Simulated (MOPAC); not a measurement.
## Saddle-point search, with input and output: CH8O3Si2 (part 2 of 2)

CH8O3Si2, SMILES C[SiH](O)[SiH](O)O; AM1, closed shell (MOPAC 23.2.5). The starting geometry was optimised with AM1.

Geometry of the input (Å):
```
C  0.0000  0.0000  0.0000
Si 1.8049  0.0000  0.0000
O  2.4544  1.6575  0.0000
Si 2.7830  -1.4441  1.7970
O  2.7434  -3.1962  1.5508
O  1.8704  -1.3856  3.3086
H  -0.4299  -1.0116  -0.1883
H  -0.3880  0.6744  -0.8013
H  -0.4262  0.3612  0.9653
H  2.3373  -0.6059  -1.2220
H  1.9370  2.2485  0.5351
H  4.1572  -1.0038  2.0012
H  2.9248  -3.5168  0.6771
H  1.8751  -2.2323  3.7451
```

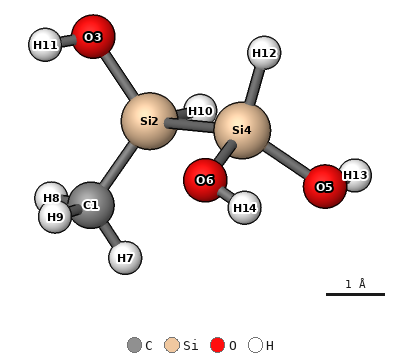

**Figure 1.** The geometry at step 14 of the log (ball-and-stick view, seen at a tilt; atoms are numbered from 1 in the order of the input).

Trajectory as extended XYZ, continued
```
14
Properties=species:S:1:pos:R:3:forces:R:3 step=6 energy=-8.74937
C    -0.0002    0.0026   -0.0026   -0.0090  -0.0010  -0.0005
Si    1.8042    0.0008    0.0023   -0.0011  -0.0003  -0.0018
O     2.4575    1.6566    0.0079   -0.0145   0.0159   0.0132
Si    2.7789   -1.4489    1.7962    0.0002   0.0025   0.0022
O     2.7327   -3.2011    1.5445   -0.0201   0.0311   0.0867
O     1.8618   -1.3824    3.3044    0.0087  -0.0950   0.0511
H    -0.4299   -1.0040   -0.2189    0.0041   0.0120   0.0032
H    -0.3850    0.6980   -0.7879    0.0023  -0.0076   0.0086
H    -0.4301    0.3388    0.9704    0.0032  -0.0036  -0.0101
H     2.3396   -0.6062   -1.2178   -0.0006  -0.0005   0.0005
H     1.9113    2.2577    0.5027    0.0166  -0.0159  -0.0138
H     4.1598   -1.0278    1.9986   -0.0010   0.0006   0.0001
H     2.9716   -3.5196    0.6861    0.0213  -0.0293  -0.0853
H     1.9410   -2.2006    3.7904   -0.0101   0.0908  -0.0541
14
Properties=species:S:1:pos:R:3:forces:R:3 step=9 energy=-8.74965
C    -0.0107    0.0311    0.0122    0.0015  -0.0012   0.0046
Si    1.7937   -0.0032    0.0049   -0.0013  -0.0003   0.0003
O     2.4733    1.6429   -0.0122   -0.0266   0.0296   0.0239
Si    2.7724   -1.4458    1.8020   -0.0008  -0.0010  -0.0011
O     2.7436   -3.1956    1.5317    0.1372  -0.1099  -0.3097
O     1.8502   -1.4137    3.3077   -0.0036   0.0355  -0.0132
H    -0.4610   -0.9803   -0.1216   -0.0008  -0.0030  -0.0004
H    -0.3908    0.6706   -0.8206   -0.0009   0.0014  -0.0011
H    -0.4236    0.4496    0.9600    0.0016  -0.0019   0.0017
H     2.3096   -0.6317   -1.2130   -0.0003  -0.0003   0.0003
H     1.9215    2.2631    0.4527    0.0292  -0.0293  -0.0235
H     4.1448   -1.0007    2.0103    0.0010  -0.0005   0.0000
H     3.1613   -3.5130    0.7320   -0.1379   0.1113   0.3022
H     1.8816   -2.2581    3.7460    0.0020  -0.0304   0.0160
14
Properties=species:S:1:pos:R:3:forces:R:3 step=11 energy=-8.75015
C    -0.0079    0.0215    0.0097   -0.0002  -0.0014   0.0012
Si    1.7966   -0.0014    0.0036   -0.0001  -0.0012  -0.0003
O     2.4691    1.6473   -0.0086   -0.0034   0.0039   0.0038
Si    2.7745   -1.4460    1.7998    0.0010   0.0002  -0.0002
O     2.7433   -3.1967    1.5367    0.0195  -0.0284  -0.0860
O     1.8516   -1.4042    3.3051   -0.0014   0.0066  -0.0027
H    -0.4510   -0.9907   -0.1422   -0.0002   0.0005   0.0001
H    -0.3913    0.6726   -0.8127    0.0003   0.0002   0.0015
H    -0.4250    0.4206    0.9639    0.0011  -0.0011   0.0005
H     2.3170   -0.6231   -1.2159   -0.0001  -0.0007  -0.0003
H     1.9291    2.2594    0.4783    0.0044  -0.0041  -0.0044
H     4.1487   -1.0065    2.0077    0.0000   0.0016   0.0016
H     3.1014   -3.5151    0.7160   -0.0231   0.0293   0.0817
H     1.8910   -2.2432    3.7542    0.0023  -0.0056   0.0035
14
Properties=species:S:1:pos:R:3:forces:R:3 step=14 energy=-8.75033
C    -0.0086    0.0237    0.0115    0.0003  -0.0008   0.0012
Si    1.7959   -0.0021    0.0037    0.0001  -0.0001  -0.0006
O     2.4709    1.6457   -0.0109   -0.0048   0.0058   0.0046
Si    2.7741   -1.4453    1.8007    0.0010  -0.0003  -0.0004
O     2.7458   -3.1957    1.5347   -0.0232   0.0074   0.0107
O     1.8497   -1.4072    3.3052   -0.0005   0.0018  -0.0029
H    -0.4537   -0.9884   -0.1347    0.0000  -0.0005   0.0000
H    -0.3918    0.6713   -0.8137   -0.0002   0.0008   0.0006
H    -0.4239    0.4284    0.9642    0.0006  -0.0010   0.0015
H     2.3143   -0.6261   -1.2154   -0.0003  -0.0005   0.0000
H     1.9298    2.2600    0.4724    0.0057  -0.0059  -0.0056
H     4.1471   -1.0030    2.0109   -0.0002   0.0009   0.0011
H     3.1115   -3.5133    0.7200    0.0192  -0.0058  -0.0123
H     1.8855   -2.2487    3.7502    0.0021  -0.0019   0.0019
14
Properties=species:S:1:pos:R:3:forces:R:3 step=17 energy=-8.75034
C    -0.0083    0.0225    0.0113   -0.0003  -0.0007   0.0009
Si    1.7962   -0.0016    0.0036   -0.0001  -0.0005  -0.0004
O     2.4703    1.6466   -0.0102   -0.0008   0.0001   0.0010
Si    2.7742   -1.4455    1.8002    0.0010  -0.0025  -0.0016
O     2.7441   -3.1962    1.5353   -0.0068  -0.0031  -0.0266
O     1.8502   -1.4057    3.3048    0.0004  -0.0013  -0.0005
H    -0.4521   -0.9901   -0.1356    0.0000   0.0014   0.0002
H    -0.3922    0.6701   -0.8136    0.0004  -0.0002   0.0023
H    -0.4241    0.4261    0.9642    0.0011  -0.0014  -0.0003
H     2.3152   -0.6244   -1.2159   -0.0002  -0.0006  -0.0001
H     1.9310    2.2597    0.4761    0.0011  -0.0010  -0.0017
H     4.1479   -1.0048    2.0092   -0.0004   0.0012   0.0018
H     3.1105   -3.5143    0.7199    0.0028   0.0076   0.0243
H     1.8862   -2.2468    3.7508    0.0018   0.0011   0.0008
14
Properties=species:S:1:pos:R:3:forces:R:3 step=20 energy=-8.75031
C    -0.0083    0.0224    0.0113   -0.0014  -0.0010   0.0010
Si    1.7962   -0.0015    0.0036   -0.0001  -0.0006  -0.0005
O     2.4702    1.6466   -0.0102   -0.0014   0.0006   0.0015
Si    2.7743   -1.4455    1.8001    0.0010  -0.0032  -0.0012
O     2.7440   -3.1962    1.5355    0.0048  -0.0130  -0.0528
O     1.8502   -1.4056    3.3048    0.0000  -0.0016   0.0007
H    -0.4520   -0.9903   -0.1356    0.0005   0.0028   0.0003
H    -0.3923    0.6701   -0.8136    0.0006  -0.0009   0.0032
H    -0.4241    0.4260    0.9643    0.0015  -0.0019  -0.0016
H     2.3152   -0.6243   -1.2159   -0.0002  -0.0006  -0.0002
H     1.9310    2.2597    0.4763    0.0016  -0.0016  -0.0022
H     4.1480   -1.0049    2.0091   -0.0003   0.0014   0.0018
H     3.1106   -3.5145    0.7195   -0.0086   0.0174   0.0498
H     1.8862   -2.2467    3.7507    0.0019   0.0021   0.0000
```

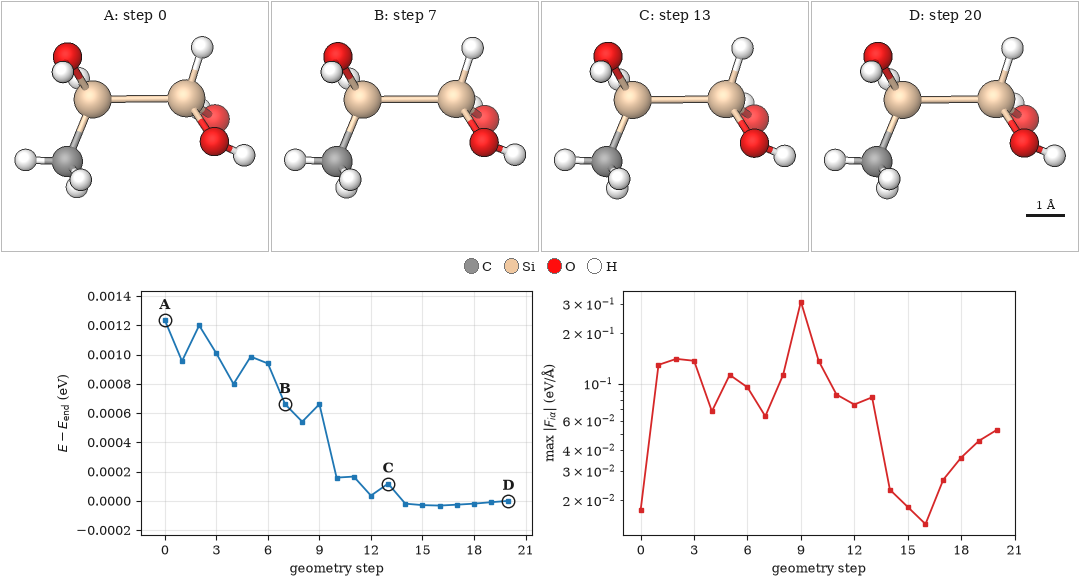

**Figure 2.** Frames of the saddle-point search (ball-and-stick view, seen at a tilt) above the curves, on which the letters mark them (steps are counted from 0).

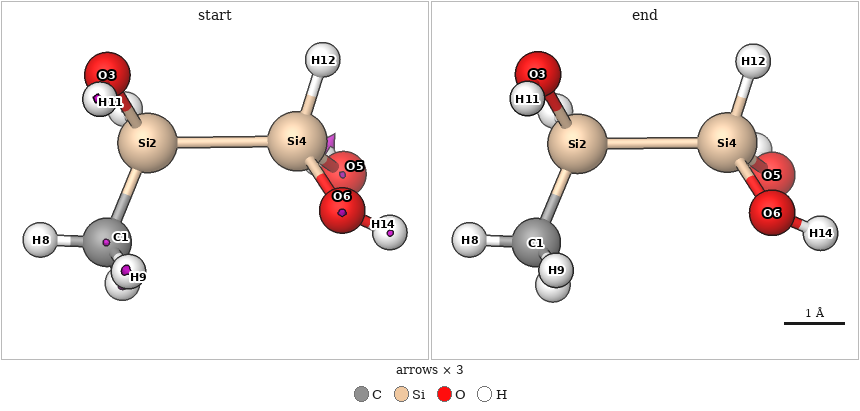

**Figure 3.** Before (left) and after (right) the saddle-point search, at one scale (ball-and-stick view, seen at a tilt). The pink arrows give the displacements, magnified 3 times. Over 20 geometry steps the energy falls by 0.001 eV. Largest force component: 0.018 eV/Å at the start, 0.053 eV/Å at the end. The largest move after the best rigid fit is that of H13, 0.17 Å. Largest moves by element: H 0.17 Å, O 0.05 Å, C 0.03 Å, Si 0.02 Å. (Atoms are counted from 1 in the order of the input.)

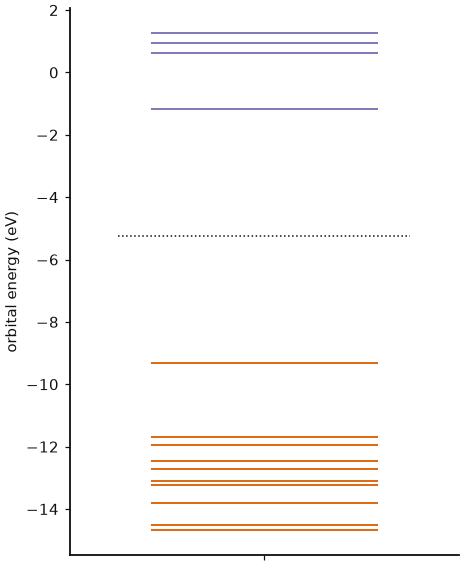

**Figure 4.** Orbital energies near the frontier; the dotted line parts filled from empty levels, and levels within 0.02 eV of each other stand side by side. Highest filled −9.32 eV, lowest empty −1.19 eV, 8.13 eV apart.

Summary

| quantity | value |
| --- | --- |
| outcome | converged |
| heat of formation | −201.79 kcal/mol |
| basis functions | 32 |
| largest force | 0.017 eV/Å |
| HOMO | −9.32 eV |
| LUMO | −1.19 eV |
| dipole moment | 1.48 D |
| hardware | 1 thread of Arm Neoverse N1, 98 GiB of memory available, shared host |
| peak memory | 0.071 GiB |

Notes

Notes on the run: TRUST RADIUS NOW LESS THAN  0.00010 OPTIMIZATION TERMINATING. MOPAC's energies along a path are heats of formation.
